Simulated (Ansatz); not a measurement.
# AlGaH₃N: ionisation energy by level of theory

Aim: the vertical ionisation energy of AlGaH₃N, as cation minus neutral at the neutral's geometry, on several levels, and how well −ε(HOMO) stands in for it.

The runs use Ansatz 0.2.0, Gaussian basis; unrestricted cation, the program's frozen cores in correlated methods.

Levels to be run: UKS PBE-D4/def2-TZVPP; UKS r2SCAN-D4/def2-TZVPP; UKS PBE0-D4/def2-TZVPP; UKS B3LYP-D4/def2-TZVPP; UKS wB97X-V/def2-TZVPP; UKS wB97M-V/def2-TZVPP; UKS B2PLYP/def2-TZVPP; UHF-CCSD(T)/def2-TZVPP; UHF-MP2/def2-QZVPP; extrapolation to the limit; then −ε(HOMO) from the neutral's earlier runs with LDA (SPW92), PBE-D4, revPBE-D4, BLYP-D4, r2SCAN-D4, B97M-V, PBE0-D4, B3LYP-D4, r2SCANh-D4, r2SCAN0-D4, HSE06-D4, BHLYP-D4, CAM-B3LYP-D4, LC-ωPBE, ωB97X-V, ωB97M-V.

## 1. The geometry

All runs share one geometry, relaxed beforehand with PBE0-D4 in a triple-zeta def2 set.

6 atoms, charge 0, spin multiplicity 1.

Atoms are counted from 1 here; the program's logs count them from 0.

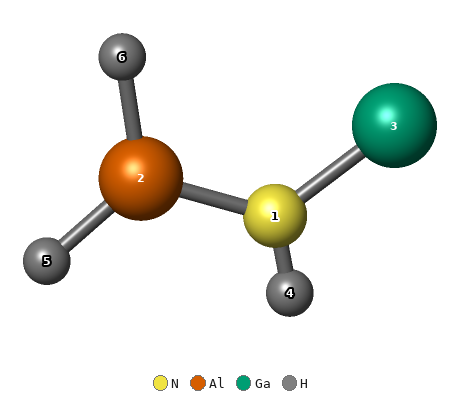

The geometry (nitrogen yellow, aluminium orange, gallium teal, hydrogen grey); atoms are numbered from 1 in the order of the file.

Coordinates:

```
atom    x (Å)    y (Å)    z (Å)
  N1  -0.8080  -0.3401   0.1098
 Al2   0.7961   0.2724  -0.3578
 Ga3  -1.5261  -0.3806   1.8600
  H4  -1.4026  -0.7054  -0.6284
  H5   1.2968   0.2576  -1.8623
  H6   1.6860   0.8322   0.8326
```

## 2. Cation, UKS PBE-D4/def2-TZVPP

File in.yaml:

```yaml
crystal:
  periodic: [false, false, false]
  atoms:
    - {symbol: N, position_ang: [-0.808042, -0.340126, 0.109772]}
    - {symbol: Al, position_ang: [0.796071, 0.272419, -0.357796]}
    - {symbol: Ga, position_ang: [-1.526125, -0.380635, 1.859989]}
    - {symbol: H, position_ang: [-1.402606, -0.705416, -0.628358]}
    - {symbol: H, position_ang: [1.296768, 0.257572, -1.862334]}
    - {symbol: H, position_ang: [1.686033, 0.832186, 0.832627]}
basis:
  gaussian: {orbitals: def2-TZVPP}
total_charge: 1
magnetization: {spin_polarized: true, initial_magnetization: 1}
hamiltonian: {xc: pbe, dispersion: d4}
```

On the command line:

```
$ ansatz run in.yaml --threads 2 --pin off --events-out ev --progress --plain --max-ram 4352MiB
```

After this run come: Cation, UKS r2SCAN-D4/def2-TZVPP; Cation, UKS PBE0-D4/def2-TZVPP; Cation, UKS B3LYP-D4/def2-TZVPP; Cation, UKS wB97X-V/def2-TZVPP; Cation, UKS wB97M-V/def2-TZVPP; Cation, UKS B2PLYP (frozen core)/def2-TZVPP; Cation, UHF-CCSD(T)/def2-TZVPP; Cation, UHF-MP2/def2-QZVPP.

**Question.** What will the summary of the whole plan be? Wanted: ionisation energy, CCSD(T)/CBS; nearest functional by difference; nearest −ε(HOMO); −ε(HOMO) of PBE; T1 of the cation.

The runs gave:

| quantity | value |
| --- | --- |
| ionisation energy, CCSD(T)/CBS | 8.99 eV |
| nearest functional by difference | ωB97M-V (-0.24 eV) |
| nearest −ε(HOMO) | LC-ωPBE (+0.01 eV) |
| −ε(HOMO) of PBE | 5.60 eV |
| T1 of the cation | 0.018 |

**Reading.** By cation minus neutral, the functionals miss by 0.45 eV at most. −ε(HOMO) of PBE misses by 3.4 eV, since self-interaction lifts the level. Among orbital estimates LC-ωPBE comes nearest. Hartree-Fock falls 1.34 eV short, as the neutral has more correlation energy than the cation. Correlated methods include outer-core shells of Ga, which these sets cover unevenly. With outer-core shells in play the reference is unsure by up to some tenths of an eV, so close misses can't be ranked.
